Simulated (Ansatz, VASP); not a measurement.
# MnF2 in two plane-wave programs

One calculation is typed for both programs; each brings its own data sets and cutoff. How far apart do they land?

Main program and level: Ansatz 0.2.0; plane waves, with VASP 6.6.1 beside it; single point at PBE and single point at PBE, DFT+U.

### 1. Starting point

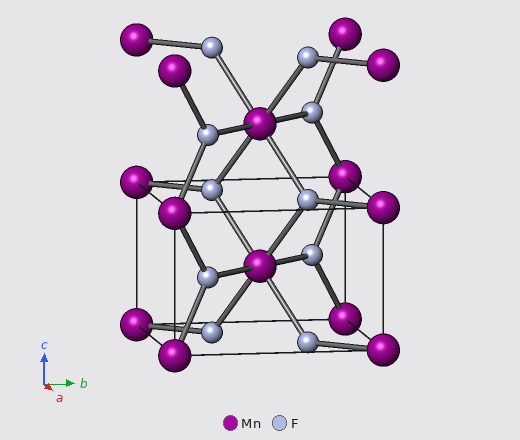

The starting structure, seen slightly off an axis (manganese purple, fluorine light blue). 1×1×2 cells are drawn. Some periodic images of atoms are drawn too.

Coordinates:

```cif
data_structure
_symmetry_space_group_name_H-M 'P4_2/mnm'
_symmetry_Int_Tables_number 136
_cell_length_a 4.8738
_cell_length_b 4.8738
_cell_length_c 3.3107
_cell_angle_alpha 90.000
_cell_angle_beta 90.000
_cell_angle_gamma 90.000
_cell_volume 78.64
loop_
_atom_site_label
_atom_site_type_symbol
_atom_site_symmetry_multiplicity
_atom_site_Wyckoff_symbol
_atom_site_fract_x
_atom_site_fract_y
_atom_site_fract_z
_atom_site_occupancy
Mn1 Mn 2 a 0.50000 0.50000 0.50000 1
F1 F 4 f 0.80530 0.19470 0.50000 1
```

### 2. VASP: single point, PBE

A single point gives forces, pressure and levels at one fixed geometry, so differences don't come from the geometry; what else differs is listed under the comparison.

Lines of VASP's logs that name or quote its potential files are left out, and so is its time.

The input, INCAR:

```
SYSTEM = MnF2
PREC = Accurate
ENCUT = 480
EDIFF = 1E-06
NELM = 150
ISMEAR = 0
SIGMA = 0.05
LREAL = .FALSE.
ALGO = Normal
GGA = PE
NBANDS = 30
ISPIN = 2
MAGMOM = 4 -4 0 0 0 0
LMAXMIX = 4
LORBIT = 11
LWAVE = .FALSE.
LCHARG = .FALSE.
KPAR = 2
AMIX = 0.2
BMIX = 1E-04
AMIX_MAG = 0.8
BMIX_MAG = 1E-04
NEDOS = 1200
LASPH = .TRUE.
```

The input, POSCAR:

```
MnF2
1.0
    4.8738000000      0.0000000000      0.0000000000
    0.0000000000      4.8738000000      0.0000000000
    0.0000000000      0.0000000000      3.3107000000
Mn F
2 4
Direct
    0.5000000000      0.5000000000      0.5000000000
    0.0000000000      0.0000000000      0.0000000000
    0.8053000000      0.1947000000      0.5000000000
    0.6947000000      0.6947000000      0.0000000000
    0.1947000000      0.8053000000      0.5000000000
    0.3053000000      0.3053000000      0.0000000000
```

The input, KPOINTS:

```
Automatic mesh
0
Gamma
4 4 5
0 0 0
```

PAW data sets: Mn and F (PBE family, release 64).

The run is started by

```console
$ mpirun -np 2 vasp_std
```

Numbers of over 12 decimals in the logs are rounded to 6 here.

Output:

```text
[banner, memory and clock lines left out]
running    2 mpi-ranks, on    1 nodes
 distrk:  each k-point on    1 cores,    2 groups
 distr:  one band on    1 cores,    1 groups

 POSCAR found type information on POSCAR MnF
 POSCAR found :  2 types and       6 ions
 LDA part: xc-table for (Slater+PW92), standard interpolation
 POSCAR, INCAR and KPOINTS ok, starting setup
 FFT: planning ... GRIDC
 FFT: planning ... GRID_SOFT
 FFT: planning ... GRID
 WAVECAR not read
 entering main loop
       N       E                     dE             d eps       ncg     rms          rms(c)
DAV:   1     0.538088953394E+03    0.53809E+03   -0.18879E+04  2160   0.144E+03
DAV:   2     0.474027054488E+02   -0.49069E+03   -0.45928E+03  2196   0.410E+02
DAV:   3    -0.387392599966E+02   -0.86142E+02   -0.82484E+02  2996   0.198E+02
DAV:   4    -0.423707224993E+02   -0.36315E+01   -0.36134E+01  2782   0.440E+01
DAV:   5    -0.424627375279E+02   -0.92015E-01   -0.91948E-01  2658   0.658E+00    0.229E+01
DAV:   6    -0.399334099995E+02    0.25293E+01   -0.83880E+00  3378   0.288E+01    0.190E+01
DAV:   7    -0.394841903424E+02    0.44922E+00   -0.26750E+00  3392   0.166E+01    0.158E+01
DAV:   8    -0.394284250808E+02    0.55765E-01   -0.97206E-02  2902   0.378E+00    0.862E+00
DAV:   9    -0.394113236509E+02    0.17101E-01   -0.16679E-01  3520   0.523E+00    0.206E+00
DAV:  10    -0.394119738501E+02   -0.65020E-03   -0.27802E-02  3150   0.248E+00    0.421E-01
DAV:  11    -0.394120141308E+02   -0.40281E-04   -0.26626E-03  2990   0.352E-01    0.244E-01
DAV:  12    -0.394122698015E+02   -0.25567E-03   -0.11303E-03  3324   0.374E-01    0.938E-02
DAV:  13    -0.394122837672E+02   -0.13966E-04   -0.19839E-05  2946   0.532E-02    0.595E-02
DAV:  14    -0.394122766979E+02    0.70694E-05   -0.45195E-05  2842   0.499E-02    0.166E-02
DAV:  15    -0.394122782729E+02   -0.15751E-05   -0.83668E-06  2204   0.202E-02    0.580E-03
DAV:  16    -0.394122784278E+02   -0.15491E-06   -0.35100E-07  1464   0.578E-03
   1 F= -.39412278E+02 E0= -.39412278E+02  d E =-.207601E-12  mag=     0.0000
```

From OUTCAR (step 2):

```text
ion  position               nearest neighbor table
   1  0.500  0.500  0.500-   3 2.10   5 2.10   4 2.13   6 2.13   4 2.13   6 2.13
   2  0.000  0.000  0.000-   4 2.10   6 2.10   5 2.13   3 2.13   3 2.13   5 2.13
   3  0.805  0.195  0.500-   1 2.10   2 2.13   2 2.13
   4  0.695  0.695  0.000-   2 2.10   1 2.13   1 2.13
   5  0.195  0.805  0.500-   1 2.10   2 2.13   2 2.13
   6  0.305  0.305  0.000-   2 2.10   1 2.13   1 2.13

  LATTYP: Found a simple tetragonal cell.
 ALAT       =     4.8738000000
 C/A-ratio  =     0.6792851574

 Subroutine GETGRP returns: Found 16 space group operations
 (whereof  8 operations were pure point group operations)

The static configuration has the point symmetry D_2h.
 The point group associated with its full space group is D_4h.

 Found     18 irreducible k-points:

   k-points           NKPTS =     18   k-points in BZ     NKDIM =     18   number of bands    NBANDS=     30

   dimension x,y,z NGX =    36 NGY =   36 NGZ =   24
   dimension x,y,z NGXF=    72 NGYF=   72 NGZF=   48

   ENCUT  =  480.0 eV  35.28 Ry    5.94 a.u.   8.71  8.71  5.91*2*pi/ulx,y,z

   NELECT =      42.0000    total number of electrons

 k-points in reciprocal lattice and weights: Automatic mesh
   0.00000000  0.00000000  0.00000000       0.013
   0.25000000  0.00000000  0.00000000       0.050
   0.50000000  0.00000000  0.00000000       0.025
   0.25000000  0.25000000  0.00000000       0.050
   0.50000000  0.25000000  0.00000000       0.050
   0.50000000  0.50000000  0.00000000       0.013
   0.00000000  0.00000000  0.20000000       0.025
   0.25000000  0.00000000  0.20000000       0.100
   0.50000000  0.00000000  0.20000000       0.050
[...]
0.50000000  0.25000000  0.40000000       0.100
   0.50000000  0.50000000  0.40000000       0.025

 average (electrostatic) potential at core
       1 -47.1032       2 -47.1032       3 -78.1152       4 -78.1152       5 -78.1152
       6 -78.1152

 E-fermi :   2.0273

 spin component 1
 k-point     1 :       0.0000    0.0000    0.0000
  band No.  band energies     occupation
    ...
     17       0.0964      1.00000
     18       0.3163      1.00000
     19       0.4873      1.00000
     20       1.3734      1.00000
     21       1.7270      1.00000
     22       4.0187      0.00000
     23       4.3537      0.00000
     24       4.8198      0.00000
     25       4.8226      0.00000
     26       5.7739      0.00000
    ...

 k-point     2 :       0.2500    0.0000    0.0000
  band No.  band energies     occupation
    ...
     17       0.1220      1.00000
     18       0.3402      1.00000
     19       0.5019      1.00000
     20       1.5287      1.00000
     21       1.7582      1.00000
     22       4.3125      0.00000
     23       4.7568      0.00000
     24       4.7910      0.00000
     25       4.8091      0.00000
     26       5.7080      0.00000
    ...

 k-point     3 :       0.5000    0.0000    0.0000
  band No.  band energies     occupation
    ...
     17       0.1452      1.00000
     18       0.3631      1.00000
     19       0.5143      1.00000
     20       1.6794      1.00000
     21       1.7896      1.00000
     22       4.3430      0.00000
     23       4.7617      0.00000
     24       4.7834      0.00000
     25       5.5993      0.00000
     26       5.7689      0.00000
    ...

 k-point     4 :       0.2500    0.2500    0.0000
  band No.  band energies     occupation
    ...
     17       0.1336      1.00000
     18       0.3209      1.00000
     19       0.5331      1.00000
     20       1.3739      1.00000
     21       1.7891      1.00000
     22       4.3452      0.00000
     23       4.7624      0.00000
     24       4.7927      0.00000
     25       5.0806      0.00000
     26       5.7985      0.00000
    ...

 k-point     5 :       0.5000    0.2500    0.0000
  band No.  band energies     occupation
    ...
     17       0.1229      1.00000
     18       0.3445      1.00000
     19       0.5413      1.00000
     20       1.4521      1.00000
     21       1.7588      1.00000
     22       4.3762      0.00000
     23       4.7894      0.00000
     24       4.7945      0.00000
     25       5.2276      0.00000
     26       5.7847      0.00000
    ...

 k-point     6 :       0.5000    0.5000    0.0000
  band No.  band energies     occupation
    ...
     17       0.0956      1.00000
     18       0.3256      1.00000
     19       0.5642      1.00000
     20       1.2269      1.00000
     21       1.7290      1.00000
     22       4.4062      0.00000
     23       4.8039      0.00000
     24       4.8162      0.00000
     25       5.0459      0.00000
     26       5.8007      0.00000
    ...

  Total        0.7964975      0.7964975      0.8445040     -0.0000000      0.0000000      0.0000000
  in kB       16.2270566     16.2270566     17.2050938     -0.0000000      0.0000000      0.0000000
  external PRESSURE =      16.5530690 kB  Pullay stress =       0.0000000 kB

  energy-cutoff  :      480.00
  volume of cell :       78.64
      direct lattice vectors                 reciprocal lattice vectors
     4.873800000  0.000000000  0.000000000     0.205178711  0.000000000  0.000000000
     0.000000000  4.873800000  0.000000000     0.000000000  0.205178711  0.000000000
     0.000000000  0.000000000  3.310700000     0.000000000  0.000000000  0.302050926

 POSITION                                       TOTAL-FORCE (eV/Angst)
 -----------------------------------------------------------------------------------
      2.43690      2.43690      1.65535         0.000000      0.000000      0.000000
      0.00000      0.00000      0.00000         0.000000      0.000000      0.000000
      3.92487      0.94893      1.65535        -0.073834      0.073834     -0.000000
      3.38583      3.38583      0.00000         0.073834      0.073834     -0.000000
      0.94893      3.92487      1.65535         0.073834     -0.073834      0.000000
      1.48797      1.48797      0.00000        -0.073834     -0.073834      0.000000
 -----------------------------------------------------------------------------------
    total drift:                                0.000000      0.000000     -0.000000

  FREE ENERGIE OF THE ION-ELECTRON SYSTEM (eV)
  ---------------------------------------------------
  free  energy   TOTEN  =       -39.4122784278 eV

  energy  without entropy=      -39.4122784278  energy(sigma->0) =      -39.41227843

 total charge
# of ion       s       p       d       tot
------------------------------------------
    1        0.166   0.196   4.942   5.304
    2        0.166   0.196   4.942   5.304
    3        1.741   4.365   0.000   6.106
    4        1.741   4.365   0.000   6.106
    5        1.741   4.365   0.000   6.106
    6        1.741   4.365   0.000   6.106
--------------------------------------------------
tot          7.297  17.851   9.885  35.033

 magnetization (x)
# of ion       s       p       d       tot
------------------------------------------
    1        0.018   0.016   4.491   4.524
    2       -0.018  -0.016  -4.491  -4.524
    3       -0.002  -0.025   0.000  -0.028
    4        0.002   0.025   0.000   0.028
    5       -0.002  -0.025   0.000  -0.028
    6        0.002   0.025   0.000   0.028
--------------------------------------------------
tot          0.000  -0.000   0.000   0.000

[... 2 further parts left out ...]
```

The run ends at a pressure of 1.66 GPa, with forces up to 0.10 eV/Å.

### 3. Ansatz: single point, PBE

Ansatz runs on its default PAW (the set named soft_2) files.

The same cell, functional, mesh and smearing now go to Ansatz, which takes its cutoff from its data sets.

The input, input.yaml:

```yaml
crystal:
  lattice:
    - [4.8738, 0.0, 0.0]
    - [0.0, 4.8738, 0.0]
    - [0.0, 0.0, 3.3107]
  atoms:
    - { symbol: Mn, position: [0.5, 0.5, 0.5], spin: 4.0 }
    - { symbol: Mn, position: [0.0, 0.0, 0.0], spin: -4.0 }
    - { symbol: F, position: [0.8053, 0.1947, 0.5] }
    - { symbol: F, position: [0.6947, 0.6947, 0.0] }
    - { symbol: F, position: [0.1947, 0.8053, 0.5] }
    - { symbol: F, position: [0.3053, 0.3053, 0.0] }
hamiltonian:
  xc: pbe
  pseudopotentials: { kind: paw }
magnetization:
  spin_polarized: true
kpoints:
  mp_grid: { grid: [4, 4, 5] }
scf:
  occupations: { method: gaussian, width: 0.05 }
  n_extra_bands: 11
output:
  forces: true
  stress: true
  eigenvalues: true
```

The run is started by

```console
$ ansatz run input.yaml --threads 4 --pin off --max-ram 9216MiB --backend cpu --events-out ev --progress --plain --runs-dir out
```

Output:

```text
scf.n_extra_bands = 11 over 29 filled bands (N_el = 58.0): the run solves 40 bands
Engine: ansatz 0.2.0, aarch64-unknown-linux-gnu
Pseudopotentials: kind: paw
Pseudopotential: Mn, paw, valence charge 15, recommended cutoff 420 eV (normal), Mn.paw.azcp
Pseudopotential: F, paw, valence charge 7, recommended cutoff 420 eV (normal), F.paw.azcp
Functional definition: PBE
  parameter kappa = 0.804
  parameter beta = 0.066725
  exchange = pbe_x(kappa = kappa, mu = beta*pi^2/3)
  correlation = pbe_c(beta = beta)
Crystal: 6 atoms, lattice volume = 78.642 Å³
Basis set: ecut = 420 eV, 1519 PW (Γ), exchange–correlation on 72×72×48 points (8 copies of the dense FFT grid, shifted against one another)
Bands: 40, of which v1, the nominal top of the filled ones, is band 29 counted from 1 (28 counted from 0)
Symmetry: 8 space group operations
Space group: Cmmm (ITA 65), of the structure as read, at distance tolerance 4.3e-5 Å
Magnetic group: BNS 136.498 (UNI 1158), of the structure as read, at distance tolerance 4.3e-5 Å
k-points: 21 of 80
Non-local potential: Mn, projectors of the file, l = 0: 3, l = 1: 2, l = 2: 3, l = 3: 1
Non-local potential: F, projectors of the file, l = 0: 2, l = 1: 2, l = 2: 1
PAW form: soft (Blöchl's): semilocal exchange-correlation on the pseudo side does not see the compensation charge
PAW one-centre angular grid: Mn, 590 points (default); XC on 64 Gauss nodes
PAW one-centre angular grid: F, 110 points (default); XC on 64 Gauss nodes
Initial density: superposition of atomic densities (chi_scale 0.1, normalization cell, long waves kept (reshape's long-wave potential 0.01 eV rms))
Starting moments: Σ|m| = 8 μB on 2 of 6 sites
Starting magnetic order: altermagnet, d-wave, planar spin-momentum locking; spin-degenerate planes through Γ normal to [0 1 0], [1 0 0] of the run's lattice
Initial wavefunctions: pseudopotential atomic-orbital guess
Functional: x = pbe(κ = 0.804, μ = 0.219515), c = pbe(β = 0.066725)
SCF iter   1: F=—  HF=-11044.827886 eV  |F-HF|=—  |Δ(HF+E_count)|=         —  Δρ=1.78e-1 (↑1.78e-1 ↓1.78e-1)  dr2=8.89e1  dr2_m=5.25e-1  M=-0.000 μB ∫|m|=7.604 μB  β_m=0.30  ethr=3.10e-3  ⟨swp⟩=5.3  Hψ=6171  notcnv=0  defer=7
Mixer restart at iter 1: flushing history
preconditioner: auto → Kerker (q_TF=auto, 2.593 Å⁻¹)  [metal: Δε(μ)=0.031 eV  Ē_g=11.813 eV  σ=0.050 eV  W_gap=0.33  n_scr=22 (ndim 8)  ℏωp=27.1 eV  f_vac=0.063  D(μ)=2.94/eV (n_scr^D=22)]
spin=Collinear: Kerker preconditioning applied to the charge; magnetization (m = ρ↑ − ρ↓) channel mixes plain (no charge-response kernel on spin).
SCF iter   2: F=—  HF=-11036.698881 eV  |F-HF|=—  |Δ(HF+E_count)|=    8.13e0  Δρ=7.12e-2 (↑7.12e-2 ↓7.12e-2)  dr2=7.90e0  dr2_m=2.23e0  M=0.000 μB ∫|m|=9.295 μB  β_m=0.35  ethr=3.10e-3  ⟨swp⟩=4.0  Hψ=3977  notcnv=0  defer=228
preconditioner: auto → Resta (q_TF=auto, 2.593 Å⁻¹)  ε∞=5.2  [insulator: Δε(μ)=1.801 eV  Ē_g=13.245 eV  σ=0.050 eV  W_gap=1.00  n_scr=22 (ndim 8)  ℏωp=27.1 eV  f_vac=0.057  D(μ)=0.00/eV (n_scr^D=0)  ε∞_Penn≈5.2]
spin=Collinear: Resta preconditioning applied to the charge; magnetization (m = ρ↑ − ρ↓) channel mixes plain (no charge-response kernel on spin).
SCF iter   3: F=—  HF=-11034.920524 eV  |F-HF|=—  |Δ(HF+E_count)|=    1.78e0  Δρ=3.87e-2 (↑3.87e-2 ↓3.87e-2)  dr2=2.24e0  dr2_m=7.24e-1  M=0.000 μB ∫|m|=9.457 μB  β_m=0.55  ethr=3.10e-3  ⟨swp⟩=3.0  Hψ=2602  notcnv=0  defer=204
SCF iter   4: F=—  HF=-11034.007192 eV  |F-HF|=—  |Δ(HF+E_count)|=   9.13e-1  Δρ=9.11e-3 (↑9.11e-3 ↓9.11e-3)  dr2=1.59e-1  dr2_m=3.40e-3  M=0.000 μB ∫|m|=9.565 μB  β_m=0.77  ethr=3.10e-3  ⟨swp⟩=3.0  Hψ=2830  notcnv=0  defer=190
SCF iter   5: F=—  HF=-11034.064912 eV  |F-HF|=—  |Δ(HF+E_count)|=   5.77e-2  Δρ=2.99e-3 (↑2.99e-3 ↓2.99e-3)  dr2=2.06e-2  dr2_m=4.72e-4  M=0.000 μB ∫|m|=9.586 μB  β_m=0.89  ethr=2.74e-4  ⟨swp⟩=3.2  Hψ=3258  notcnv=0  defer=190
SCF iter   6: F=—  HF=-11034.070840 eV  |F-HF|=—  |Δ(HF+E_count)|=   5.93e-3  Δρ=1.09e-3 (↑1.09e-3 ↓1.09e-3)  dr2=1.47e-3  dr2_m=5.48e-4  M=0.000 μB ∫|m|=9.588 μB  β_m=0.94  ethr=3.56e-5  ⟨swp⟩=2.2  Hψ=2694  notcnv=0  defer=190
SCF iter   7: F=—  HF=-11034.071916 eV  |F-HF|=—  |Δ(HF+E_count)|=   1.08e-3  Δρ=4.01e-4 (↑3.96e-4 ↓4.01e-4)  dr2=2.54e-4  dr2_m=2.80e-6  M=0.000 μB ∫|m|=9.585 μB  β_m=0.83  ethr=2.53e-6  ⟨swp⟩=2.0  Hψ=2830  notcnv=0  defer=190
SCF iter   8: F=—  HF=-11034.071913 eV  |F-HF|=—  |Δ(HF+E_count)|=   2.44e-6  Δρ=6.63e-5 (↑6.62e-5 ↓6.63e-5)  dr2=1.12e-5  dr2_m=8.03e-7  M=0.000 μB ∫|m|=9.586 μB  β_m=0.91  ethr=4.38e-7  ⟨swp⟩=2.0  Hψ=2814  notcnv=0  defer=190
SCF iter   9: F=—  HF=-11034.071911 eV  |F-HF|=—  |Δ(HF+E_count)|=   2.34e-6  Δρ=1.34e-5 (↑1.31e-5 ↓1.34e-5)  dr2=5.43e-7  dr2_m=1.40e-8  M=0.000 μB ∫|m|=9.586 μB  β_m=0.96  ethr=1.94e-8  ⟨swp⟩=2.0  Hψ=2417  notcnv=0  defer=190
SCF iter  10: F=—  HF=-11034.071912 eV  |F-HF|=—  |Δ(HF+E_count)|=   1.34e-6  Δρ=5.19e-6 (↑4.18e-6 ↓5.19e-6)  dr2=4.72e-8  dr2_m=3.08e-9  M=0.000 μB ∫|m|=9.586 μB  β_m=0.97  ethr=9.36e-10  ⟨swp⟩=2.0  Hψ=2488  notcnv=0  defer=190
SCF iter  11: F=-11034.071912 eV  HF=-11034.071912 eV  |F-HF|=3.19e-8  |Δ(HF+E_count)|=   5.31e-8  Δρ=4.96e-6 (↑4.96e-6 ↓4.02e-6)  dr2=3.49e-8  dr2_m=2.56e-9  M=0.000 μB ∫|m|=9.586 μB  ethr=8.13e-11  ⟨swp⟩=8.1  Hψ=7676  notcnv=0
SCF 1 converged in 11 iterations: F = -11034.071912 eV  dr2 = 3.49e-8
  greatest PAW one-centre occupation: 1.005 electrons in one spin orbital (limit 2), on the Mn atom at site 1 (counted from 0), in its partial waves of l = 1
SCF converged after 11 iterations
Magnetization: 0.0000 μB (29.0000 up, 29.0000 down)
Absolute magnetization: 9.5885 μB (∫|ρ↑−ρ↓|, with the PAW one-centre terms)
Spin contamination: 4.9198 ħ² per cell (⟨S²⟩ above its minimum at these occupations)
Per-site moments (μB) at R_I (Å): [(4.146667, 0.868027), (-4.146656, 0.868027), (-0.031094, 0.868027), (0.031097, 0.868027), (-0.031094, 0.868027), (0.031097, 0.868027)]
Free energy (F): -11034.071912 eV
Harris-Foulkes:  -11034.071912 eV  (|F-HF|=3.19e-8)
Internal energy: -11034.071912 eV  (E = F + TS)
E sigma→0 (E₀):  -11034.071912 eV
Fermi energy:    7.834181 eV
--- Per-component energies (eV) ---
  E_band       = -815.496226
  E_kinetic    = 1422.743653
  E_local      = -7233.154336  (includes V_loc(G=0)·N_el)
  E_nonlocal   = 807.976932
  E_hartree    = 2883.758476
  E_xc         = -538.456906
  E_vxc        = -689.057365  (∫ρ·V_xc dr)
  E_paw        = -3421.940328  (= ΣΔE_a)
  E_vpaw       = -891.529698  (= ΣTr[D̂ρ^β])
  E_aug_tail   = 0.008165  (compensation charges beyond the density's cutoff)
  E_ewald      = -4955.007567
  E_smearing   = -0.000000  (= −TS)
  E_closure    = 0.000000  (closes the sum)
  Σ components = -11034.071912   (vs F -11034.071912, Δ=0.00e0)
--- Forces (eV/Å), atoms counted from 1 ---
  atom   1  Mn     0.00000000     0.00000000     0.00000000
  atom   2  Mn    -0.00000000    -0.00000000     0.00000000
  atom   3  F     -0.07370007     0.07370007     0.00000000
  atom   4  F      0.07369971     0.07369971     0.00000000
  atom   5  F      0.07370007    -0.07370007     0.00000000
  atom   6  F     -0.07369971    -0.07369971     0.00000000
  max |Σ_I F_I| component: 2.78e-17 eV/Å
--- Stress (GPa, compression-positive) ---
        2.615124       0.000086       0.000000
        0.000086       2.615124       0.000000
        0.000000       0.000000       2.721760
  P = ⅓ Tr σ = 2.6507 GPa (26.507 kbar)
--- Band table (eV; the first three rows and the last of 42) ---
  k-point 0 ↑: bands = [... 25 lower, 5.2841, 5.4569, 6.3370, 6.6886, 8.9167, 9.3109, 9.7835, 9.7855, ... 7 higher]
  k-point 1 ↑: bands = [... 25 lower, 5.3896, 5.3942, 6.3740, 6.4444, 9.4517, 9.7010, 9.7246, 9.9002, ... 7 higher]
  k-point 2 ↑: bands = [... 25 lower, 5.3081, 5.5452, 6.2265, 6.4506, 9.5610, 9.6338, 9.6587, 10.4031, ... 7 higher]
  k-point 20 ↓: bands = [... 25 lower, 5.2737, 5.4511, 6.2164, 6.5806, 9.5384, 9.6105, 9.7287, 10.3324, ... 7 higher]
```

Run time: 3.1 s. Hardware: 4 threads of Arm Neoverse V1, shared host; peak memory 0.51 GiB; 12 s of CPU time.

Reading the cycles: dr2 is the Hartree energy of the density residual (eV), the measure of convergence; HF is the Harris–Foulkes estimate of the energy, which meets the free energy F at convergence.

The run ends at a pressure of 2.65 GPa, with forces up to 0.10 eV/Å.

(Continued in part 2 of 2.)

[Lines on the potential files, build, host, timing and source positions are cut from VASP's logs without a mark.]

[Logs are printed without paths, hosts, clocks, repeated set-up lines and the standing remarks that a program may print on its own settings, such as how far it seeks lower states.]

[Hosts, paths, dates, database ids (printed as entryN), source tags and the programs' standing remarks are cut or masked in the printed files.]
